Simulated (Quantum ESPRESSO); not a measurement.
# KNiF3: parallel and opposed starts, part 2 of 2

Wanted: the moments of KNiF3 and the energy of each order that was tried.

Quantum ESPRESSO 7.5; LDA; plane waves with GBRV 1.5 LDA potentials, no spin-orbit coupling.

So far, absolute magnetization (μB): step 2 (run 1, typed as ferro +) 1.01.

The database entry behind the starting cell differs from later determinations by our own check (about 0.35 % short), so it need not match the best structure at ambient conditions.

### Step 3. Start 2: antiferro q=(0,1/2,1/2) +−

This order needs a doubled cell of 10 atoms. The wavevector q is in fractions of the reciprocal vectors of the crystal's primitive cell, as the cells of these inputs are built from it; moments change sign between cells as cos(2π q·R).

Contents of pw.in:

```
&CONTROL
  calculation = 'scf'
  prefix = 'pwscf'
  outdir = './tmp'
  pseudo_dir = './pseudo'
  disk_io = 'nowf'
/
&SYSTEM
  ibrav = 0
  nat = 10
  ntyp = 4
  ecutwfc = 40
  ecutrho = 280
  nbnd = 62
  occupations = 'smearing'
  smearing = 'fd'
  degauss = 0.00367493
  nspin = 2
  starting_magnetization(1) = 0
  starting_magnetization(2) = 0.1111
  starting_magnetization(3) = -0.1111
  starting_magnetization(4) = 0
/
&ELECTRONS
  conv_thr = 2d-08
  electron_maxstep = 150
  mixing_beta = 0.3
/
ATOMIC_SPECIES
K      39.0983 k_lda_v1.4.uspp.F.UPF
Ni1    58.6934 ni_lda_v1.4.uspp.F.UPF
Ni2    58.6934 ni_lda_v1.4.uspp.F.UPF
F      18.9984 f_lda_v1.4.uspp.F.UPF
CELL_PARAMETERS angstrom
   4.0000000000    0.0000000000    0.0000000000
   0.0000000000    8.0000000000    0.0000000000
   0.0000000000    4.0000000000    4.0000000000
ATOMIC_POSITIONS crystal
K       0.0000000000    0.0000000000    0.0000000000
K       0.0000000000    0.5000000000    0.0000000000
Ni1     0.5000000000    0.0000000000    0.5000000000
Ni2     0.5000000000    0.5000000000    0.5000000000
F       0.5000000000    0.2500000000    0.0000000000
F       0.5000000000    0.7500000000    0.0000000000
F       0.0000000000    0.0000000000    0.5000000000
F       0.0000000000    0.5000000000    0.5000000000
F       0.5000000000    0.7500000000    0.5000000000
F       0.5000000000    0.2500000000    0.5000000000
K_POINTS automatic
6 3 6 0 0 0
```

The run is started by

```bash
$ OMP_NUM_THREADS=1 mpirun -n 4 pw.x -nk 4 -in pw.in > pw.out
```

Output:

```text
[banner, memory and clock lines left out]
Program PWSCF v.7.5 starts

     Message from routine setup:
     using ibrav=0 with symmetry is DISCOURAGED, use correct ibrav instead

     bravais-lattice index     =            0
     lattice parameter (alat)  =       7.5589  a.u.
     unit-cell volume          =     863.7868 (a.u.)^3
     number of atoms/cell      =           10
     number of atomic types    =            4
     number of electrons       =        96.00
     number of Kohn-Sham states=           62
     kinetic-energy cutoff     =      40.0000  Ry
     charge density cutoff     =     280.0000  Ry
     scf convergence threshold =      2.0E-08
     mixing beta               =       0.3000
     number of iterations used =            8  plain     mixing
     Exchange-correlation=  SLA  PZ   NOGX NOGC
                           (   1   1   0   0   0   0   0)

     celldm(1)=   7.558904  celldm(2)=   0.000000  celldm(3)=   0.000000
     celldm(4)=   0.000000  celldm(5)=   0.000000  celldm(6)=   0.000000

     crystal axes: (cart. coord. in units of alat)
               a(1) = (   1.000000   0.000000   0.000000 )
               a(2) = (   0.000000   2.000000   0.000000 )
               a(3) = (   0.000000   1.000000   1.000000 )

     reciprocal axes: (cart. coord. in units 2 pi/alat)
               b(1) = (  1.000000  0.000000  0.000000 )
               b(2) = (  0.000000  0.500000 -0.500000 )
               b(3) = (  0.000000  0.000000  1.000000 )

     PseudoPot. # 1 for K  read from file:
     k_lda_v1.4.uspp.F.UPF
     Pseudo is Ultrasoft + core correction, Zval =  9.0

     PseudoPot. # 2 for Ni read from file:
     ni_lda_v1.4.uspp.F.UPF
     Pseudo is Ultrasoft + core correction, Zval = 18.0

     PseudoPot. # 3 for Ni read from file:
     ni_lda_v1.4.uspp.F.UPF
     Pseudo is Ultrasoft + core correction, Zval = 18.0

     PseudoPot. # 4 for F  read from file:
     f_lda_v1.4.uspp.F.UPF
     Pseudo is Ultrasoft, Zval =  7.0

     atomic species   valence    mass     pseudopotential
     K                 9.00    39.09830     K ( 1.00)
     Ni1              18.00    58.69340     Ni( 1.00)
     Ni2              18.00    58.69340     Ni( 1.00)
     F                 7.00    18.99840     F ( 1.00)

     Starting magnetic structure
     atomic species   magnetization
     K               0.000
     Ni1             0.111
     Ni2            -0.111
     F               0.000

     16 Sym. Ops., with inversion, found ( 8 have fractional translation)

   Cartesian axes

     site n.     atom                  positions (alat units)
         1        K      tau(   1) = (   0.0000000   0.0000000   0.0000000  )
         2        K      tau(   2) = (   0.0000000   1.0000000   0.0000000  )
         3        Ni1    tau(   3) = (   0.5000000   0.5000000   0.5000000  )
         4        Ni2    tau(   4) = (   0.5000000   1.5000000   0.5000000  )
         5        F      tau(   5) = (   0.5000000   0.5000000   0.0000000  )
         6        F      tau(   6) = (   0.5000000   1.5000000   0.0000000  )
         7        F      tau(   7) = (   0.0000000   0.5000000   0.5000000  )
         8        F      tau(   8) = (   0.0000000   1.5000000   0.5000000  )
         9        F      tau(   9) = (   0.5000000   2.0000000   0.5000000  )
        10        F      tau(  10) = (   0.5000000   1.0000000   0.5000000  )

     number of k points=    24  Fermi-Dirac smearing, width (Ry)=  0.0037
                       cart. coord. in units 2pi/alat
        k(    1) = (   0.0000000   0.0000000   0.0000000), wk =   0.0092593
        k(    2) = (   0.0000000   0.0000000   0.1666667), wk =   0.0370370
        k(    3) = (   0.0000000   0.0000000   0.3333333), wk =   0.0370370
        k(    4) = (   0.0000000   0.0000000  -0.5000000), wk =   0.0092593
        k(    5) = (   0.0000000   0.1666667  -0.1666667), wk =   0.0370370
        [... 19 further k-points ...]

     Dense  grid:    68361 G-vectors     FFT dimensions: (  45,  90,  60)

     Smooth grid:    29607 G-vectors     FFT dimensions: (  32,  64,  45)

     Check: negative core charge=   -0.000006
     Generating pointlists ...
     new r_m :   0.2917 (alat units)  2.2048 (a.u.) for type    1
     new r_m :   0.2063 (alat units)  1.5590 (a.u.) for type    2
     new r_m :   0.2063 (alat units)  1.5590 (a.u.) for type    3
     new r_m :   0.2063 (alat units)  1.5590 (a.u.) for type    4

     Initial potential from superposition of free atoms

     starting charge      90.9944, renormalised to      96.0000
     Starting wfcs are   66 randomized atomic wfcs

     Self-consistent Calculation

     iteration #  1     ecut=    40.00 Ry     beta= 0.30
     Davidson diagonalization with overlap
     ethr =  1.00E-02,  avg # of iterations =  7.8

     total energy              =   -1075.74302280 Ry
     estimated scf accuracy    <      42.90348774 Ry

     total magnetization       =    -0.05 Bohr mag/cell
     absolute magnetization    =     3.42 Bohr mag/cell

     iteration #  2     ecut=    40.00 Ry     beta= 0.30
     Davidson diagonalization with overlap
     ethr =  1.00E-02,  avg # of iterations =  3.6

     total energy              =   -1091.34416870 Ry
     estimated scf accuracy    <      26.24224707 Ry

     total magnetization       =    -0.01 Bohr mag/cell
     absolute magnetization    =     0.25 Bohr mag/cell

     [... further iterations left out ...]

     iteration # 16     ecut=    40.00 Ry     beta= 0.30
     Davidson diagonalization with overlap
     ethr =  7.99E-10,  avg # of iterations =  2.0

     total energy              =   -1092.28323268 Ry
     estimated scf accuracy    <       0.00000006 Ry

     total magnetization       =     0.00 Bohr mag/cell
     absolute magnetization    =     3.40 Bohr mag/cell

     iteration # 17     ecut=    40.00 Ry     beta= 0.30
     Davidson diagonalization with overlap
     ethr =  6.51E-11,  avg # of iterations =  3.4

     Magnetic moment per site  (integrated on atomic sphere of radius R)
     atom   1 (R=0.292)  charge=  7.6052  magn= -0.0000
     atom   2 (R=0.292)  charge=  7.6052  magn=  0.0000
     atom   3 (R=0.206)  charge= 15.4284  magn=  1.4715
     atom   4 (R=0.206)  charge= 15.4284  magn= -1.4715
     atom   5 (R=0.206)  charge=  6.4741  magn=  0.0000
     atom   6 (R=0.206)  charge=  6.4741  magn=  0.0000
     atom   7 (R=0.206)  charge=  6.4788  magn=  0.0752
     atom   8 (R=0.206)  charge=  6.4788  magn= -0.0752
     atom   9 (R=0.206)  charge=  6.4741  magn=  0.0000
     atom  10 (R=0.206)  charge=  6.4741  magn=  0.0000

     End of self-consistent calculation

     [... lines left out ...]
     the Fermi energy is     6.4117 ev

!    total energy              =   -1092.28323274 Ry
     estimated scf accuracy    <       0.00000001 Ry
     smearing contrib. (-TS)   =      -0.00062677 Ry
     internal energy E=F+TS    =   -1092.28260596 Ry

     The total energy is F=E-TS. E is the sum of the following terms:
     one-electron contribution =    -776.58189427 Ry
     hartree contribution      =     433.08215700 Ry
     xc contribution           =    -142.87635005 Ry
     ewald contribution        =    -605.90651864 Ry

     total magnetization       =    -0.00 Bohr mag/cell
     absolute magnetization    =     3.40 Bohr mag/cell

     convergence has been achieved in  17 iterations
```

It took 75 s on 4 MPI ranks of Intel Xeon Platinum 8488C (Sapphire Rapids), shared host; peak memory 0.82 GiB.

Spin moment in the atom's sphere by atom:

```
atom  spin moment in the atom's sphere (μB)
  K1                                   0.00
  K2                                   0.00
 Ni3                                   1.47
 Ni4                                  -1.47
  F5                                   0.00
  F6                                   0.00
  F7                                   0.08
  F8                                  -0.08
  F9                                   0.00
 F10                                   0.00
```

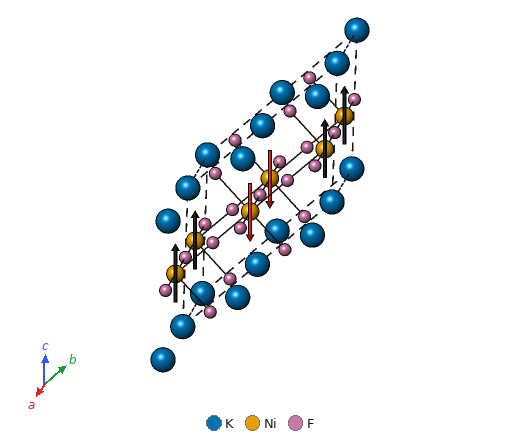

Spin moment in the atom's sphere as arrows, the longest 1.47 μB. Up and down stand for the sign. Arrows give size and sign along the axis of quantisation, drawn up and down the page. The two directions have two colours. 2×1×1 cells are drawn. Some periodic images of atoms are drawn too.

This step gave:

```yaml
smearing_term_ts: 0.008528 eV
magnetization: 0 μB
absolute_magnetization: 3.4 μB
final_state: antiferromagnetic
```

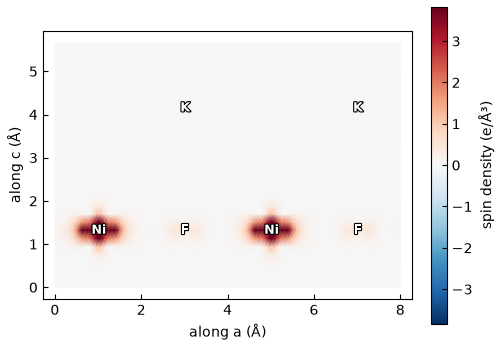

Spin density in the ac plane at fractional y = 0.000, with atoms of K and Ni and F within 0.2 Å of it. The map starts off the cell's origin, so that atoms lie inside it.

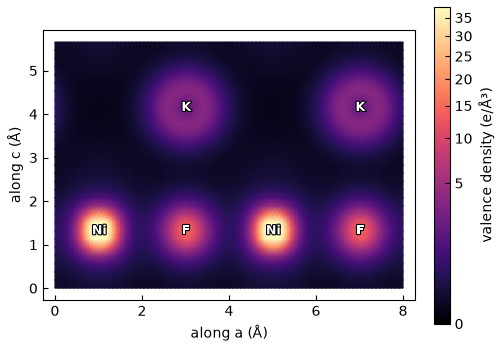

Valence density in the ac plane at fractional y = 0.000, with atoms of K and Ni and F within 0.2 Å of it. It is the smooth field of the valence electrons, not physical close to the nuclei. The map starts off the cell's origin, so that atoms lie inside it. The colour scale is stretched toward low values.

### Step 4. Start 3: antiferro q=(1/2,1/2,1/2) +−

This order needs a doubled cell of 10 atoms.

Contents of pw.in:

```
&CONTROL
  calculation = 'scf'
  prefix = 'pwscf'
  outdir = './tmp'
  pseudo_dir = './pseudo'
  disk_io = 'nowf'
/
&SYSTEM
  ibrav = 0
  nat = 10
  ntyp = 4
  ecutwfc = 40
  ecutrho = 280
  nbnd = 62
  occupations = 'smearing'
  smearing = 'fd'
  degauss = 0.00367493
  nspin = 2
  starting_magnetization(1) = 0
  starting_magnetization(2) = 0.1111
  starting_magnetization(3) = -0.1111
  starting_magnetization(4) = 0
/
&ELECTRONS
  conv_thr = 2d-08
  electron_maxstep = 150
  mixing_beta = 0.3
/
ATOMIC_SPECIES
K      39.0983 k_lda_v1.4.uspp.F.UPF
Ni1    58.6934 ni_lda_v1.4.uspp.F.UPF
Ni2    58.6934 ni_lda_v1.4.uspp.F.UPF
F      18.9984 f_lda_v1.4.uspp.F.UPF
CELL_PARAMETERS angstrom
   8.0000000000    0.0000000000    0.0000000000
   4.0000000000    4.0000000000    0.0000000000
   4.0000000000    0.0000000000    4.0000000000
ATOMIC_POSITIONS crystal
K       0.0000000000    0.0000000000    0.0000000000
K       0.5000000000    0.0000000000    0.0000000000
Ni1     0.7500000000    0.5000000000    0.5000000000
Ni2     0.2500000000    0.5000000000    0.5000000000
F       0.0000000000    0.5000000000    0.0000000000
F       0.5000000000    0.5000000000    0.0000000000
F       0.5000000000    0.5000000000    0.5000000000
F       0.0000000000    0.5000000000    0.5000000000
F       0.0000000000    0.0000000000    0.5000000000
F       0.5000000000    0.0000000000    0.5000000000
K_POINTS automatic
3 6 6 0 0 0
```

Output:

```text
     [... lines left out ...]
Program PWSCF v.7.5 starts
     [... lines left out ...]
     number of atoms/cell      =           10
     [... lines left out ...]
     number of electrons       =        96.00
     number of Kohn-Sham states=           62
     kinetic-energy cutoff     =      40.0000  Ry
     charge density cutoff     =     280.0000  Ry
     scf convergence threshold =      2.0E-08
     [... lines left out ...]
     48 Sym. Ops., with inversion, found (24 have fractional translation)
     [... lines left out ...]
     number of k points=    10  Fermi-Dirac smearing, width (Ry)=  0.0037
     [... lines left out ...]
     iteration # 16     ecut=    40.00 Ry     beta= 0.30
     [... lines left out ...]
     Magnetic moment per site  (integrated on atomic sphere of radius R)
     atom   1 (R=0.146)  charge=  7.6051  magn=  0.0000
     atom   2 (R=0.146)  charge=  7.6051  magn=  0.0000
     atom   3 (R=0.103)  charge= 15.4351  magn=  1.4056
     atom   4 (R=0.103)  charge= 15.4351  magn= -1.4056
     atom   5 (R=0.103)  charge=  6.4739  magn= -0.0000
     atom   6 (R=0.103)  charge=  6.4739  magn= -0.0000
     atom   7 (R=0.103)  charge=  6.4739  magn= -0.0000
     atom   8 (R=0.103)  charge=  6.4739  magn= -0.0000
     atom   9 (R=0.103)  charge=  6.4739  magn= -0.0000
     atom  10 (R=0.103)  charge=  6.4739  magn= -0.0000
     [... lines left out ...]
     the Fermi energy is     6.6266 ev
!    total energy              =   -1092.29637337 Ry
     estimated scf accuracy    <       0.00000002 Ry
     smearing contrib. (-TS)   =      -0.00000775 Ry
     [... lines left out ...]
     total magnetization       =    -0.00 Bohr mag/cell
     absolute magnetization    =     3.18 Bohr mag/cell
     convergence has been achieved in  16 iterations
```

Wall time 49 s (4 MPI ranks); peak memory 0.76 GiB.

Spin moment in the atom's sphere by atom:

```
atom  spin moment in the atom's sphere (μB)
  K1                                   0.00
  K2                                   0.00
 Ni3                                   1.41
 Ni4                                  -1.41
  F5                                   0.00
  F6                                   0.00
  F7                                   0.00
  F8                                   0.00
  F9                                   0.00
 F10                                   0.00
```

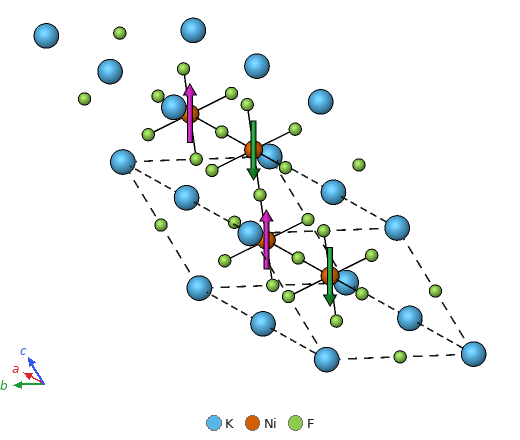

Spin moment in the atom's sphere as arrows, the longest 1.41 μB. Up and down stand for the sign. Arrows give size and sign along the axis of quantisation, drawn up and down the page. The two directions have two colours. 1×1×2 cells are drawn. Some periodic images of atoms are drawn too.

This step gave:

```yaml
smearing_term_ts: 1.05e-4 eV
magnetization: 0 μB
absolute_magnetization: 3.177 μB
final_state: antiferromagnetic
```

### Step 5. Run 4, typed as no spin polarisation

Contents of pw.in:

```
&CONTROL
  calculation = 'scf'
  prefix = 'pwscf'
  outdir = './tmp'
  pseudo_dir = './pseudo'
  disk_io = 'nowf'
/
&SYSTEM
  ibrav = 0
  nat = 5
  ntyp = 3
  ecutwfc = 40
  ecutrho = 280
  nbnd = 33
  occupations = 'smearing'
  smearing = 'fd'
  degauss = 0.00367493
/
&ELECTRONS
  conv_thr = 1d-08
  electron_maxstep = 150
  mixing_beta = 0.3
/
ATOMIC_SPECIES
K      39.0983 k_lda_v1.4.uspp.F.UPF
Ni     58.6934 ni_lda_v1.4.uspp.F.UPF
F      18.9984 f_lda_v1.4.uspp.F.UPF
CELL_PARAMETERS angstrom
   4.0000000000    0.0000000000    0.0000000000
   0.0000000000    4.0000000000    0.0000000000
   0.0000000000    0.0000000000    4.0000000000
ATOMIC_POSITIONS crystal
K       0.0000000000    0.0000000000    0.0000000000
Ni      0.5000000000    0.5000000000    0.5000000000
F       0.5000000000    0.5000000000    0.0000000000
F       0.0000000000    0.5000000000    0.5000000000
F       0.5000000000    0.0000000000    0.5000000000
K_POINTS automatic
6 6 6 0 0 0
```

Output:

```text
     [... lines left out ...]
Program PWSCF v.7.5 starts
     [... lines left out ...]
     number of atoms/cell      =            5
     [... lines left out ...]
     number of electrons       =        48.00
     number of Kohn-Sham states=           33
     kinetic-energy cutoff     =      40.0000  Ry
     charge density cutoff     =     280.0000  Ry
     scf convergence threshold =      1.0E-08
     [... lines left out ...]
     48 Sym. Ops., with inversion, found
     [... lines left out ...]
     number of k points=    20  Fermi-Dirac smearing, width (Ry)=  0.0037
     [... lines left out ...]
     iteration # 13     ecut=    40.00 Ry     beta= 0.30
     [... lines left out ...]
     the Fermi energy is     6.5025 ev
!    total energy              =    -546.12582903 Ry
     estimated scf accuracy    <          3.5E-09 Ry
     smearing contrib. (-TS)   =      -0.00114974 Ry
     [... lines left out ...]
     convergence has been achieved in  13 iterations
```

The job ended after 6.6 s (4 MPI ranks; peak memory 0.4 GiB; 25 s of CPU time).

This step gave:

```yaml
smearing_term_ts: 0.01564 eV
final_state: non-magnetic (no spin polarisation)
```

### Step 6. The states side by side

An order is kept where moments of 0.15 μB or more survive with the typed signs; meshes match where a doubled cell samples the same k points as the first cell.

Orders:

```
                       start        final state  typed order kept  energy over the lowest (meV a seeded atom)  largest site moment (μB)  net moment (μB a cell of the first run)  mesh matched  CPU time (s)
                     ferro +      ferromagnetic               yes                                       301.4                    0.8564                                   0.9985           yes         48.91
  antiferro q=(0,1/2,1/2) +-  antiferromagnetic               yes                                       89.39                     1.471                                        0           yes         298.3
antiferro q=(1/2,1/2,1/2) +-  antiferromagnetic               yes                                           0                     1.406                                        0           yes         193.6
        no spin polarisation       non-magnetic                 -                                       304.2                         0                                        0           yes         25.42
```

### Step 7. Outcome

- lowest state found: antiferromagnetic (from antiferro q=(1/2,1/2,1/2) +-)
- largest site moment: 1.41 μB
- next state with moments: antiferromagnetic, 89.4 meV a seeded atom higher
- state without moments: 304 meV a seeded atom higher

In words: Only these 4 starts were compared; other wavevectors, canted and longer-period orders were not. No Hubbard term acts here. In such compounds local and semilocal functionals without one often delocalise the d electrons, and can shrink or lose moments and miss the size, sign and order of the couplings.

[Logs and program files are shortened in this print: banners, set-up blocks, solver, clock and traceback lines can be left out without a mark of their own.]

[Logs are printed without paths, hosts, clocks, repeated set-up lines and the standing remarks that a program may print on its own settings, such as how far it seeks lower states.]

[Hosts, paths, dates, database ids (printed as entryN), source tags and the programs' standing remarks are cut or masked in the printed files.]

[Where a cell is said to come from a database of computed structures, the database is the Materials Project.]
